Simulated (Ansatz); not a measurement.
Cl2FGeHO

```xyz
6

O    -0.6154    0.4916    1.1914
Ge    0.1975    0.0336   -0.2780
F     1.7214   -0.6584    0.0991
Cl   -0.8690   -1.4403   -1.3580
Cl    0.5215    1.7731   -1.4081
H    -0.9139   -0.2636    1.7075
```

Geometry: PBE0-D4/def2-TZVP.

These are results of Ansatz 0.2.0, RKS PBE0-D4/def2-TZVPP, not measurements.

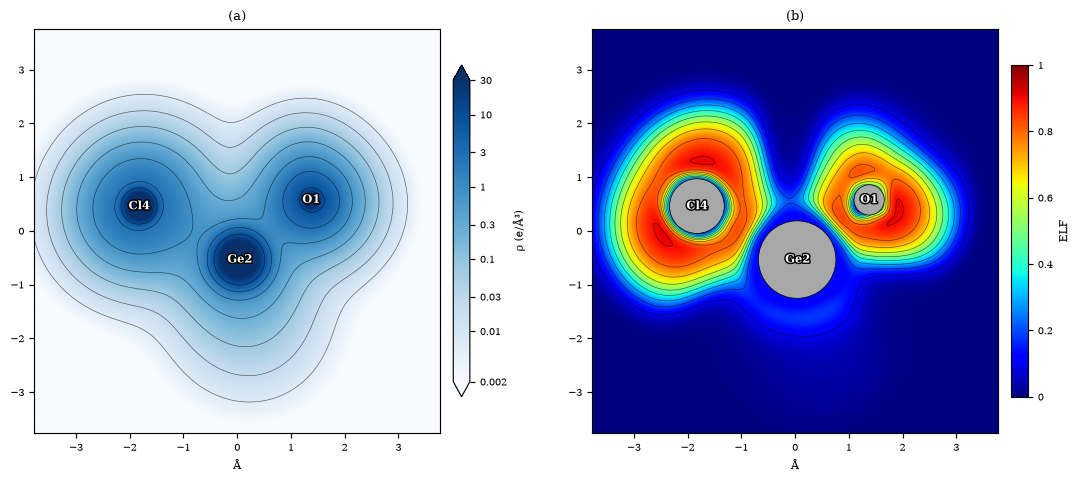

Figure 1. (a) total electron density; (b) ELF on the plane of atoms O1, Ge2 and Cl4. Grey discs cover the atomic cores in the ELF map.

Read the bonding off the picture.

Answer. Atoms in the plane: O, Ge and Cl. Ge–O (1.74 Å): the density is about 1.1 e/Å³ at the midpoint; the ELF peaks at about 0.85 in the valence shell of O, 0.6 Å from its nucleus, and is about 0.35 at the midpoint. Ge–Cl (2.12 Å): ρ at the midpoint is about 0.84 e/Å³; the ELF peaks at about 0.85 in the valence shell of Cl, 0.8 Å from its nucleus, and is about 0.70 at the midpoint. The ELF also peaks beside Cl4 and O1, away from the bonds: lone-pair regions.

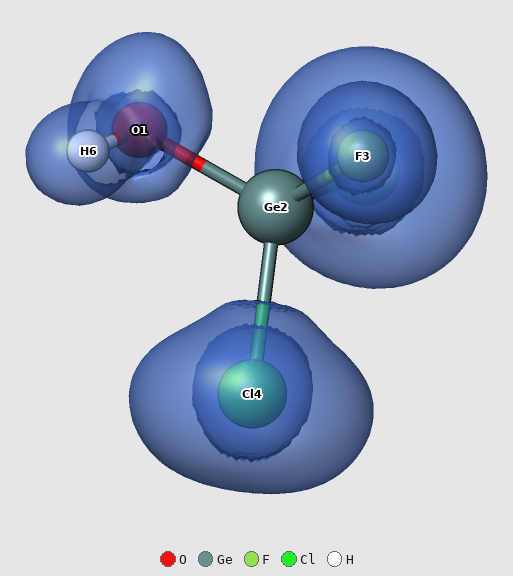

Figure 2. Isosurface of the ELF at 0.75 (blue), seen at a tilt. Only the valence region is drawn (cores and ρ < 0.01 e/Å³ removed).

Describe the localisation domains.

Answer. The surface consists of two regions wrapped around Cl (the valence shell of each), one region wrapped around F (its valence shell) and one joined region spread over several atoms (H, O), in which their bonds and any lone pairs are merged.


Ge–F (1.72 Å): the ELF peaks at about 0.80 in the valence shell of F, 0.5 Å from its nucleus, and is about 0.25 at the midpoint.

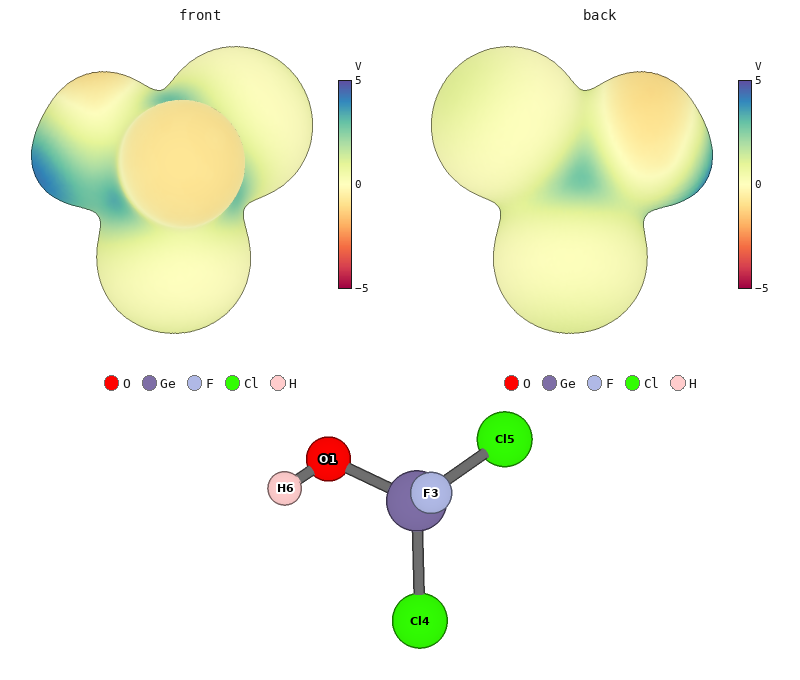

Figure 3. The molecular electrostatic potential painted on the density surface at 0.004 e/bohr³, seen from the front and from behind; the colour scale runs from red (negative) to blue (positive). The bare structure is drawn below in the same view.

Which sites attract a positive test charge, and which a negative one?

Answer. A positive charge is drawn to the negative regions and a negative charge to the positive ones. The most negative region (about −1.0 V) lies over O1, the most positive (about +4.0 V) over H6. Cl4 shows a σ-hole: about +0.9 V at the tip opposite its bond, against about +0.1 V on its flanks. Cl5 shows a σ-hole: about +0.9 V at the tip opposite its bond, against about 0.0 V on its flanks.
